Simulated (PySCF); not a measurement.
B(H)(OH)(OEt), C₂H₇BO₂, SMILES CCOBO at its B3LYP/def2-SVP optimised geometry (Å):

```
12

B     -0.6867     0.4718     0.0000
H     -1.2445     1.5454     0.0000
O     -1.3787    -0.7052     0.0035
H     -2.3331    -0.5755     0.0209
O      0.6645     0.4718     0.0000
C      1.4447    -0.7213    -0.0012
C      1.8649    -1.1028    -1.4125
H      2.3331    -0.5169     0.6190
H      0.8844    -1.5454     0.4703
H      2.4044    -0.2733    -1.8961
H      2.5295    -1.9817    -1.3905
H      0.9882    -1.3530    -2.0306
```

Level of theory: B3LYP/def2-TZVP (PySCF). Cells within 0.4 Å of a nucleus heavier than hydrogen are left out (blank, or x).

Map of the deformation density (molecule minus spherical neutral atoms) (e/bohr³) on the plane z = 0.0 Å:

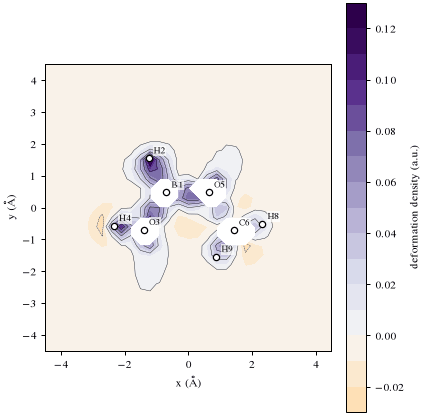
*Deformation density (molecule minus spherical neutral atoms) (e/bohr³) on the plane z = 0.0 Å.*
